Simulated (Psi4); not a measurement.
**PH2 (SMILES [PH2]): U-revPBE/cc-pVTZ**

What is the vertical doublet–quartet gap of PH2 at U-revPBE/cc-pVTZ? 

The calculation is run with Psi4 1.11.

1 further run of the same task is left out (set aside as unsound or not needed).

**1. The structure to begin with**

The species is PH2 (3 atoms), meant as a doublet with charge 0. As SMILES, `[PH2]`. Geometry: relaxed at PBE0-D4/def2-TZVP.

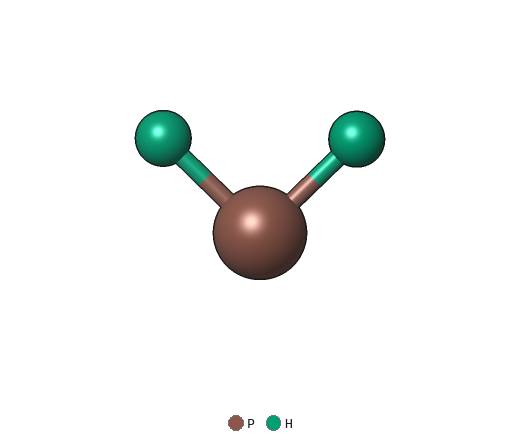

The structure, seen from a chosen angle (phosphorus brown, hydrogen teal).

**2. The energy at U-revPBE/cc-pVTZ**

Contents of job.in:

```
memory 1600 mb

molecule system {
  0 2
  P      0.525730    -0.309370     0.258210
  H      0.114640     1.051490     0.176750
  H     -0.640370    -0.742120    -0.434970
  symmetry c1
}

set globals {
  basis cc-pVTZ
  reference uks
  puream true
  e_convergence 1e-09
  d_convergence 1e-08
  scf_type pk
  dft_radial_points 99
  dft_spherical_points 590
  maxiter 100
}

E, wfn = energy("revpbe", return_wfn=True)
oeprop(wfn, "MULLIKEN_CHARGES", "MAYER_INDICES", "WIBERG_LOWDIN_INDICES", title="REVPBE")
```

Launch:

```sh
$ psi4 -i job.in -o job.out -n 1
```

job.out, cut to the lines that bear on the results:

```text
[...]
  Running in c1 symmetry.
[...]
  Nuclear repulsion =   11.408385682516982
[...]
  Multiplicity = 2
[...]
  Nalpha       = 9
  Nbeta        = 8
[...]
    Number of basis functions: 62
[...]
   @UKS iter   1:  -342.40561916402243   -2.26880e-01   5.08967e-03 ADIIS/DIIS
[...]
   @UKS iter  10:  -342.45420827818151   -1.02318e-12   2.28258e-09 DIIS
[...]
   @S^2 Observed:                7.558444157E-01
[...]
    Orbital Energies [Eh]
    ---------------------
    Alpha Occupied:
       1A    -76.359782     2A     -6.327420     3A     -4.543751
       4A     -4.538170     5A     -4.534697     6A     -0.577633
       7A     -0.347897     8A     -0.275640     9A     -0.219886
    Alpha Virtual:
      10A     -0.004382    11A      0.012439    12A      0.154717
      13A      0.170045    14A      0.212232    15A      0.214565
      16A      0.219635    17A      0.242435    18A      0.251589
      19A      0.325630    20A      0.380342    21A      0.470936
      22A      0.541614    23A      0.730702    24A      0.769628
      25A      0.796430    26A      0.845429    27A      1.001960
[...]
  @UKS Final Energy:  -342.45420827818151
   => Energetics <=
    Nuclear Repulsion Energy =             11.4083856825169825
    One-Electron Energy =                -495.5577940362305185
    Two-Electron Energy =                 165.5493128316974207
    DFT Exchange-Correlation Energy =     -23.8541127561654314
    Empirical Dispersion Energy =           0.0000000000000000
    VV10 Nonlocal Energy =                  0.0000000000000000
    Total Energy =                       -342.4542082781815111
[...]
 Multipole Moments:
 ------------------------------------------------------------------------------------
     Multipole            Electronic (a.u.)      Nuclear  (a.u.)        Total (a.u.)
 ------------------------------------------------------------------------------------
 L = 1.  Multiply by 2.5417464519 to convert [e a0] to [Debye]
 Dipole X            :          1.3816074           -1.5940472           -0.2124397
 Dipole Y            :         -0.7338852            0.8467280            0.1128428
 Dipole Z            :          0.0000000            0.0000000            0.0000000
 Magnitude           :                                                    0.2405497
[...]
  Mulliken Charges: (a.u.)
   Center  Symbol    Alpha    Beta     Spin     Total
       1     P     8.05823  6.98945  1.06878 -0.04768
       2     H     0.47089  0.50527 -0.03439  0.02384
       3     H     0.47089  0.50527 -0.03439  0.02384
   Total alpha =  9.00000, Total beta =  8.00000, Total charge =  0.00000
  Mayer Bond Indices:
  Total Bond Index:
  Irrep: 1 Size: 3 x 3
[...]
```

Run time: 12 s. Hardware: 1 thread of Intel Xeon at 2.70GHz, shared host; peak memory 0.73 GiB.

**3. The quartet**

Contents of h2p.in:

```
memory 1600 MB

molecule {
  0 4
  P      0.99348572    -0.58462457     0.48794618
  H      0.21663820     1.98702812     0.33400909
  H     -1.21012392    -1.40240355    -0.82197417
  units bohr
  symmetry c1
  no_reorient
  no_com
}

set basis cc-pVTZ
set reference uks
set puream true
set e_convergence 1e-09
set d_convergence 1e-08
set scf_type pk
set dft_radial_points 99
set dft_spherical_points 590
set maxiter 100

result, w = energy("revpbe", return_wfn=True)
oeprop(w, "DIPOLE", "WIBERG_LOWDIN_INDICES", "MAYER_INDICES")
```

Launch:

```sh
$ psi4 -i h2p.in -o h2p.out -n 1
```

h2p.out, cut to the lines that bear on the results:

```text
[...]
  Running in c1 symmetry.
[...]
  Nuclear repulsion =   11.408385686419805
[...]
  Multiplicity = 4
[...]
  Nalpha       = 10
  Nbeta        = 7
[...]
    Number of basis functions: 62
[...]
   @UKS iter   1:  -342.19453334228814   -1.57941e-02   4.49169e-03 ADIIS/DIIS
[...]
   @UKS iter  10:  -342.23336253094715   -9.60654e-12   9.28432e-09 DIIS
[...]
   @S^2 Observed:                3.753433880E+00
[...]
    Orbital Energies [Eh]
    ---------------------
    Alpha Occupied:
       1A    -76.419186     2A     -6.380402     3A     -4.597174
       4A     -4.596357     5A     -4.586221     6A     -0.616335
       7A     -0.372449     8A     -0.343897     9A     -0.255388
      10A     -0.055201
    Alpha Virtual:
      11A     -0.012308    12A      0.134561    13A      0.156661
      14A      0.176162    15A      0.176772    16A      0.187115
      17A      0.205892    18A      0.221770    19A      0.294244
      20A      0.360239    21A      0.436792    22A      0.500440
      23A      0.700215    24A      0.754469    25A      0.772257
[...]
  @UKS Final Energy:  -342.23336253094715
   => Energetics <=
    Nuclear Repulsion Energy =             11.4083856864198054
    One-Electron Energy =                -494.6380256304191221
    Two-Electron Energy =                 164.8639052123274666
    DFT Exchange-Correlation Energy =     -23.8676277992752723
    Empirical Dispersion Energy =           0.0000000000000000
    VV10 Nonlocal Energy =                  0.0000000000000000
    Total Energy =                       -342.2333625309471472
[...]
 Multipole Moments:
 ------------------------------------------------------------------------------------
     Multipole            Electronic (a.u.)      Nuclear  (a.u.)        Total (a.u.)
 ------------------------------------------------------------------------------------
 L = 1.  Multiply by 2.5417464519 to convert [e a0] to [Debye]
 Dipole X            :        -13.8929850           13.9088001            0.0158151
 Dipole Y            :          8.1754291           -8.1847440           -0.0093149
 Dipole Z            :         -6.8234609            6.8312276            0.0077667
 Magnitude           :                                                    0.0199300
[...]
```

It took 13 s on 1 thread of Intel Xeon at 2.70GHz, shared host; peak memory 0.73 GiB.

**4. Results**

At U-revPBE/cc-pVTZ:

```
                                        quantity          value
                           doublet: total energy  -342.45421 Eh
                          doublet: dipole moment         0.61 D
     doublet: HOMO energy (highest over α and β)       -5.98 eV
      doublet: LUMO energy (lowest over α and β)       -4.00 eV
                                   doublet: ⟨S²⟩          0.756
                           quartet: total energy  -342.23336 Eh
                          quartet: dipole moment         0.05 D
     quartet: HOMO energy (highest over α and β)       -1.50 eV
                                   quartet: ⟨S²⟩          3.753
vertical energy of the quartet above the doublet       6.010 eV
```

In words: At this shape the quartet lies 6.01 eV (139 kcal/mol) above the doublet.
